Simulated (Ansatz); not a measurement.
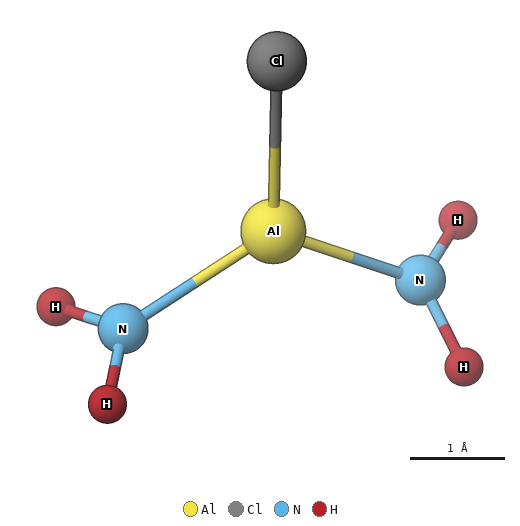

*The input geometry (ball-and-stick view, seen at a tilt). Sticks mark near contacts.*

Run report: AlN$_{2}$H$_{4}$Cl, geometry relaxation (part 1 of 2)

- system: AlN$_{2}$H$_{4}$Cl
- method: RKS PBE0-D4/6-31G* (Ansatz 0.2.0)

It belongs to a series of runs on one base structure; here: start relaxed.

The program's output:
```
The last accepted step is kept in [file] (removed where the run ends without a failure and the disk answers)
Engine: ansatz 0.2.0, x86_64-unknown-linux-gnu
Functional definition: PBE0
  parameter a = 0.25
  parameter kappa = 0.804
  parameter beta = 0.06672455060314922
  exchange = (1 - a)*pbe_x(kappa = kappa, mu = beta*pi^2/3) + a*exact_x
  correlation = pbe_c(beta = beta)
814 factors; integrals over basis functions are off by at most 4.5e-4 eV
mean field evaluation 1: about -22145.0634 eV, gradient 7.2e1 eV
mean field evaluation 2: about -22119.6637 eV, gradient 1.2e2 eV
mean field evaluation 4: about -22155.3226 eV, gradient 7.4e0 eV
mean field evaluation 8: about -22155.4573 eV, gradient 5.8e-1 eV
mean field evaluation 16: about -22155.4582 eV, gradient 2.3e-5 eV
mean field -22155.45820802 eV, -814.1980716358 hartree, gradient 2.3e-5 eV, S^2 0.000000; 0 other end points of the search recorded, 0 dependent functions left out
the calculation of the forces begins
reference -22155.45824136 eV, -814.1980728610 hartree; 24, 24 occupied and 52, 52 virtual orbitals, 814 factors
relax step   1: F+E_penalty+E_count = -22155.57887939 eV  Δ(F+E_penalty+E_count) = +0.000e0 eV  max|allowed force component| = 2.184e0 eV/Å  Δτ_max = 0.0000 Å  (27 SCF iters, accepted)
these checks for a lower state are left out or cut short: starts, cluster_reference, orbital_swaps, neighbouring_geometries, increment
814 factors; integrals over basis functions are off by at most 4.0e-4 eV
mean field -22156.25696988 eV, -814.2274255928 hartree, gradient 1.9e-5 eV, S^2 0.000000; 0 other end points of the search recorded, 0 dependent functions left out
the calculation of the forces begins
reference -22156.25700268 eV, -814.2274267982 hartree; 24, 24 occupied and 52, 52 virtual orbitals, 814 factors
relax step   2: F+E_penalty+E_count = -22156.38319913 eV  Δ(F+E_penalty+E_count) = -8.043e-1 eV  max|allowed force component| = 1.164e0 eV/Å  Δτ_max = 0.1946 Å  (30 SCF iters, accepted)
these checks for a lower state are left out or cut short: starts, cluster_reference, orbital_swaps, neighbouring_geometries, increment
814 factors; integrals over basis functions are off by at most 3.8e-4 eV
mean field -22156.51558444 eV, -814.2369295025 hartree, gradient 1.3e-5 eV, S^2 0.000000; 0 other end points of the search recorded, 0 dependent functions left out
the calculation of the forces begins
reference -22156.51561672 eV, -814.2369306889 hartree; 24, 24 occupied and 52, 52 virtual orbitals, 814 factors
relax step   3: F+E_penalty+E_count = -22156.64540588 eV  Δ(F+E_penalty+E_count) = -2.622e-1 eV  max|allowed force component| = 7.295e-1 eV/Å  Δτ_max = 0.1995 Å  (29 SCF iters, accepted)
these checks for a lower state are left out or cut short: starts, cluster_reference, orbital_swaps, neighbouring_geometries, increment
814 factors; integrals over basis functions are off by at most 3.8e-4 eV
mean field evaluation 32: about -22156.3211 eV, gradient 7.5e0 eV
mean field -22156.61503142 eV, -814.2405841115 hartree, gradient 9.8e-6 eV, S^2 0.000000; 0 other end points of the search recorded, 0 dependent functions left out
the calculation of the forces begins
reference -22156.61506354 eV, -814.2405852919 hartree; 24, 24 occupied and 52, 52 virtual orbitals, 814 factors
relax step   4: F+E_penalty+E_count = -22156.74466001 eV  Δ(F+E_penalty+E_count) = -9.925e-2 eV  max|allowed force component| = 5.142e-1 eV/Å  Δτ_max = 0.1998 Å  (28 SCF iters, accepted)
these checks for a lower state are left out or cut short: starts, cluster_reference, orbital_swaps, neighbouring_geometries, increment
814 factors; integrals over basis functions are off by at most 4.3e-4 eV
mean field -22156.69959660 eV, -814.2436918245 hartree, gradient 2.2e-5 eV, S^2 0.000000; 0 other end points of the search recorded, 0 dependent functions left out
the calculation of the forces begins
reference -22156.69962819 eV, -814.2436929857 hartree; 24, 24 occupied and 52, 52 virtual orbitals, 814 factors
relax step   5: F+E_penalty+E_count = -22156.82932054 eV  Δ(F+E_penalty+E_count) = -8.466e-2 eV  max|allowed force component| = 8.904e-1 eV/Å  Δτ_max = 0.1938 Å  (27 SCF iters, accepted)
these checks for a lower state are left out or cut short: starts, cluster_reference, orbital_swaps, neighbouring_geometries, increment
814 factors; integrals over basis functions are off by at most 4.2e-4 eV
mean field -22156.79350472 eV, -814.2471428843 hartree, gradient 7.8e-6 eV, S^2 0.000000; 0 other end points of the search recorded, 0 dependent functions left out
the calculation of the forces begins
reference -22156.79353580 eV, -814.2471440266 hartree; 24, 24 occupied and 52, 52 virtual orbitals, 814 factors
relax step   6: F+E_penalty+E_count = -22156.92364707 eV  Δ(F+E_penalty+E_count) = -9.433e-2 eV  max|allowed force component| = 3.330e-1 eV/Å  Δτ_max = 0.2000 Å  (28 SCF iters, accepted)
these checks for a lower state are left out or cut short: starts, cluster_reference, orbital_swaps, neighbouring_geometries, increment
814 factors; integrals over basis functions are off by at most 4.3e-4 eV
mean field -22156.84120730 eV, -814.2488959218 hartree, gradient 2.2e-5 eV, S^2 0.000000; 0 other end points of the search recorded, 0 dependent functions left out
the calculation of the forces begins
reference -22156.84123754 eV, -814.2488970332 hartree; 24, 24 occupied and 52, 52 virtual orbitals, 814 factors
relax step   7: F+E_penalty+E_count = -22156.97150901 eV  Δ(F+E_penalty+E_count) = -4.786e-2 eV  max|allowed force component| = 1.989e-1 eV/Å  Δτ_max = 0.2000 Å  (27 SCF iters, accepted)
these checks for a lower state are left out or cut short: starts, cluster_reference, orbital_swaps, neighbouring_geometries, increment
814 factors; integrals over basis functions are off by at most 4.4e-4 eV
mean field evaluation 64: about -22156.8802 eV, gradient 1.0e-3 eV
mean field -22156.88017384 eV, -814.2503279158 hartree, gradient 7.6e-6 eV, S^2 0.000000; 0 other end points of the search recorded, 0 dependent functions left out
the calculation of the forces begins
reference -22156.88020314 eV, -814.2503289926 hartree; 24, 24 occupied and 52, 52 virtual orbitals, 814 factors
relax step   8: F+E_penalty+E_count = -22157.01070958 eV  Δ(F+E_penalty+E_count) = -3.920e-2 eV  max|allowed force component| = 1.358e-1 eV/Å  Δτ_max = 0.2000 Å  (28 SCF iters, accepted)
these checks for a lower state are left out or cut short: starts, cluster_reference, orbital_swaps, neighbouring_geometries, increment
814 factors; integrals over basis functions are off by at most 4.5e-4 eV
mean field -22156.89151599 eV, -814.2507447323 hartree, gradient 2.3e-5 eV, S^2 0.000000; 0 other end points of the search recorded, 0 dependent functions left out
the calculation of the forces begins
reference -22156.89154442 eV, -814.2507457770 hartree; 24, 24 occupied and 52, 52 virtual orbitals, 814 factors
relax step   9: F+E_penalty+E_count = -22157.02197964 eV  Δ(F+E_penalty+E_count) = -1.127e-2 eV  max|allowed force component| = 1.812e-1 eV/Å  Δτ_max = 0.2000 Å  (27 SCF iters, accepted)
these checks for a lower state are left out or cut short: starts, cluster_reference, orbital_swaps, neighbouring_geometries, increment
814 factors; integrals over basis functions are off by at most 4.5e-4 eV
mean field -22156.89420938 eV, -814.2508437125 hartree, gradient 6.9e-6 eV, S^2 0.000000; 0 other end points of the search recorded, 0 dependent functions left out
the calculation of the forces begins
reference -22156.89423775 eV, -814.2508447551 hartree; 24, 24 occupied and 52, 52 virtual orbitals, 814 factors
relax step  10: F+E_penalty+E_count = -22157.02480278 eV  Δ(F+E_penalty+E_count) = -2.823e-3 eV  max|allowed force component| = 6.730e-2 eV/Å  Δτ_max = 0.0667 Å  (28 SCF iters, accepted)
these checks for a lower state are left out or cut short: starts, cluster_reference, orbital_swaps, neighbouring_geometries, increment
814 factors; integrals over basis functions are off by at most 4.5e-4 eV
mean field -22156.89471255 eV, -814.2508622034 hartree, gradient 8.4e-6 eV, S^2 0.000000; 0 other end points of the search recorded, 0 dependent functions left out
the calculation of the forces begins
reference -22156.89474089 eV, -814.2508632451 hartree; 24, 24 occupied and 52, 52 virtual orbitals, 814 factors
relax step  11: F+E_penalty+E_count = -22157.02527792 eV  Δ(F+E_penalty+E_count) = -4.751e-4 eV  max|allowed force component| = 1.390e-2 eV/Å  Δτ_max = 0.0246 Å  (28 SCF iters, accepted)
814 factors; integrals over basis functions are off by at most 4.5e-4 eV
mean field evaluation 96: about -22156.8944 eV, gradient 3.4e-1 eV
```

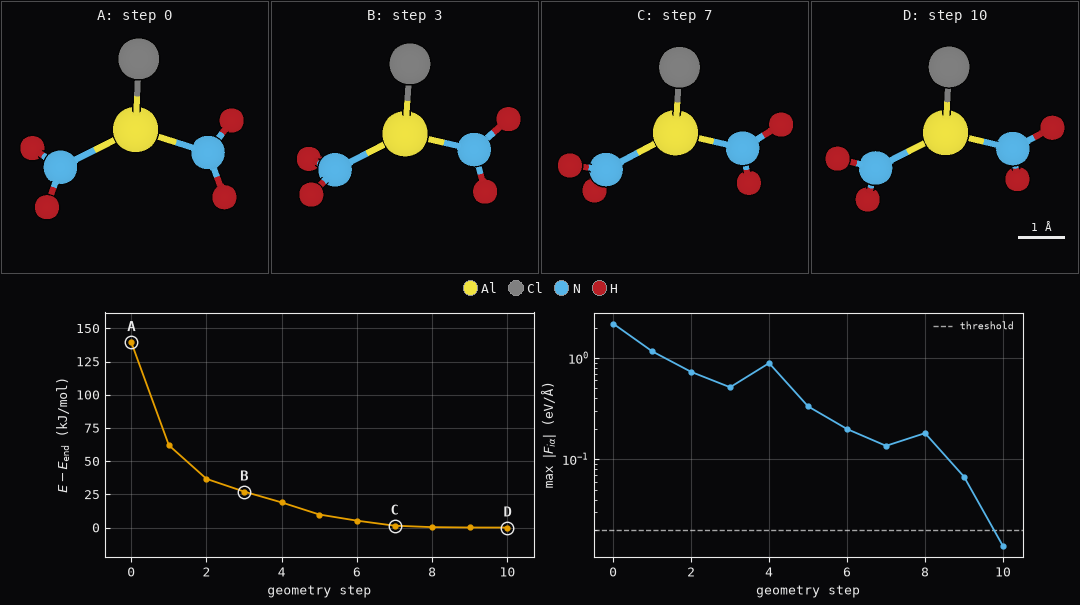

*Frames of the relaxation (ball-and-stick view, seen at a tilt) above the curves, on which the letters mark them (the first geometry is step 0 here and step 1 in the log).*

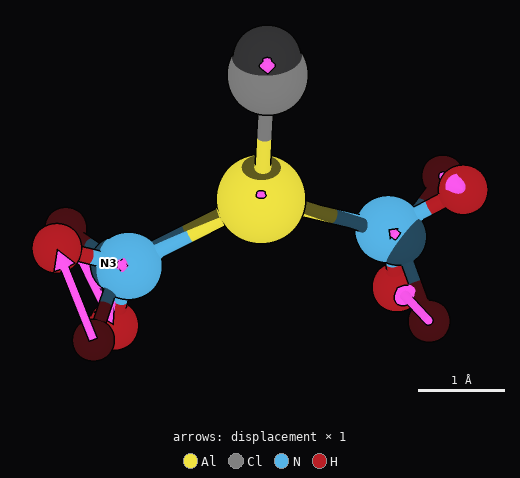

*Start (faint) and end (solid) with the displacements as pink arrows, at true length (ball-and-stick view, seen at a tilt). The two geometries are laid on each other by the best rigid fit.*

The atom that moves furthest after the best rigid fit is H4 (1.28 Å). Largest moves by element: H 1.28 Å, Cl 0.22 Å, N 0.15 Å, Al 0.09 Å. Among the contacts that change: Al1–N3 1.920 → 1.768 Å, Al1–Cl2 2.230 → 2.110 Å, N3–H4 1.060 → 1.010 Å. Among the angles that change: H4–N3–H5 120.0° → 110.7°, Al1–N3–H4 120.0° → 125.7°, N3–Al1–N6 120.0° → 124.4°. After 10 geometry steps the energy has fallen by 139.6 kJ/mol. Largest force component: 2.2 eV/Å at the start, 0.014 eV/Å at the end. (Atoms are counted from 1 in the order of the input.)

```
mean field -22156.89471255 eV, -814.2508622034 hartree, gradient 8.4e-6 eV, S^2 0.000000; 1 other end points of the search recorded, 0 dependent functions left out
the calculation of the forces begins
reference -22156.89474089 eV, -814.2508632451 hartree; 24, 24 occupied and 52, 52 virtual orbitals, 814 factors
Total energy: -22157.02530627 eV, -814.2556614343 hartree
Atom 0 at    -0.002347     0.026533    -0.090898 Å, force     0.000573    -0.000178     0.010242 eV/Å
Atom 1 at    -0.013789     0.140965     2.016416 Å, force     0.000705    -0.000076    -0.013902 eV/Å
Atom 2 at     1.561301     0.095941    -0.912749 Å, force    -0.008153    -0.001305    -0.002867 eV/Å
Atom 3 at     1.706013     0.038258    -1.910158 Å, force    -0.004012     0.002077    -0.001001 eV/Å
Atom 4 at     2.441774     0.195492    -0.428712 Å, force    -0.002898    -0.001247     0.006219 eV/Å
Atom 5 at    -1.557568    -0.132864    -0.916083 Å, force     0.005917     0.000766    -0.002997 eV/Å
Atom 6 at    -2.442864    -0.178437    -0.432721 Å, force     0.003214     0.001260     0.006075 eV/Å
Atom 7 at    -1.692518    -0.185888    -1.915095 Å, force     0.004654    -0.001298    -0.001770 eV/Å
Dipole moment:     0.003408    -0.034104    -0.626284 e Å
```
